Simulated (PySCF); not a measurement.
# CF (SMILES [C]F): USVWN5/cc-pVTZ

What is the vertical doublet–quartet gap of CF at USVWN5/cc-pVTZ? The job is set up through a Python script.

Program for the calculation: PySCF 2.14.0.

6 further runs of the same task are left out: 6 set aside as unsound or not needed.

**1. The molecule**

CF has 2 atoms, charge 0, and is taken as a doublet. SMILES: `[C]F`. The shape is that of a PBE0-D4/def2-TZVP optimisation.

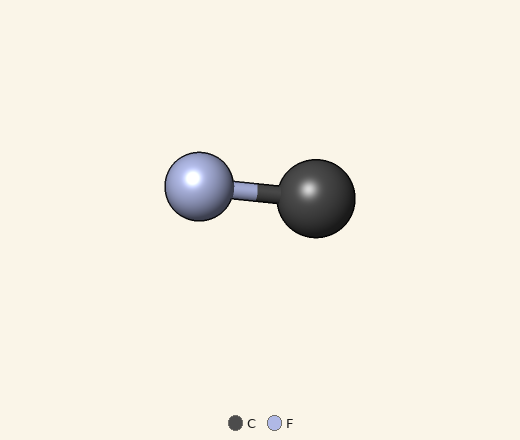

Viewed from a chosen angle; carbon dark grey, fluorine light blue.

**2. A single-point energy at USVWN5/cc-pVTZ**

calc.py reads:

```python
from pyscf import gto, dft

mol = gto.Mole()
mol.atom = '''
C      0.000000     0.000000     0.005820
F      0.000000     0.000000     2.402447
'''
mol.verbose = 3
mol.unit = 'bohr'
mol.max_memory = 1860
mol.basis = 'cc-pvtz'
mol.spin = 1
mol.build()

mf = dft.UKS(mol)
mf.xc = 'svwn'
mf.conv_tol = 1e-10
mf.grids.level = 5
mf.kernel()
if not mf.converged:
    mf = mf.newton().run(mf.mo_coeff, mf.mo_occ)

energy = mf.e_tot
print('Final energy', energy)
```

The run is started by

```console
$ OMP_NUM_THREADS=1 python calc.py
```

What it wrote:

```text
converged SCF energy = -136.836316932417  <S^2> = 0.75189353  2S+1 = 2.0018926
Final energy -136.8363169324171
```

Wall time 3.3 s (1 thread of Arm Neoverse V2, shared host); peak memory 0.19 GiB.

**3. The quartet at the same level**

calc.py reads:

```python
from pyscf import gto, dft

mol = gto.Mole()
mol.atom = '''
C    0.000000   0.000000   0.003080
F    0.000000   0.000000   1.271320
'''
mol.basis = 'cc-pvtz'
mol.max_memory = 1860
mol.spin = 3
mol.verbose = 3
mol.build()

mf = dft.UKS(mol)
mf.xc = 'svwn'
mf.conv_tol = 1e-10
mf.grids.level = 5
mf.kernel()
if not mf.converged:
    mf = mf.newton().run(mf.mo_coeff, mf.mo_occ)

e_final = mf.e_tot
print(f'total energy: {e_final:.8f} hartree')
```

The run is started by

```console
$ OMP_NUM_THREADS=1 python calc.py
```

What it wrote:

```text
WARN: HOMO -0.119472893761339 >= LUMO -0.346469370371571

WARN: HOMO -0.217311528796199 >= LUMO -0.324618268792506

WARN: HOMO -0.198392131692224 >= LUMO -0.289746394092147

WARN: HOMO -0.181842290367515 >= LUMO -0.267324520902227

WARN: HOMO -0.186885242390052 >= LUMO -0.268779644281935

WARN: HOMO -0.186752664057252 >= LUMO -0.268623545424735

WARN: HOMO -0.186724356802081 >= LUMO -0.268524470174201

WARN: HOMO -0.186736645295866 >= LUMO -0.268535169361451

WARN: HOMO -0.186733743958082 >= LUMO -0.268533257989066

WARN: HOMO -0.18673406711696 >= LUMO -0.26853343009938

converged SCF energy = -136.703709607662  <S^2> = 3.7523642  2S+1 = 4.0011819
total energy: -136.70370961 hartree
```

Wall time 3.3 s (1 thread of Arm Neoverse V2, shared host); peak memory 0.19 GiB.

**4. Summary of results**

Level: USVWN5/cc-pVTZ.

| quantity | value |
| --- | --- |
| doublet: total energy | -136.83632 Eh |
| doublet: dipole moment | 0.97 D |
| doublet: HOMO energy (highest over α and β) | -4.44 eV |
| doublet: LUMO energy (lowest over α and β) | -4.38 eV |
| doublet: ⟨S²⟩ | 0.752 |
| quartet: total energy | -136.70371 Eh |
| quartet: dipole moment | 0.29 D |
| quartet: HOMO energy (highest over α and β) | -5.08 eV |
| quartet: ⟨S²⟩ | 3.752 |
| vertical energy of the quartet above the doublet | 3.608 eV |

**Reading.** At this shape the quartet lies 3.61 eV (83 kcal/mol) above the doublet.
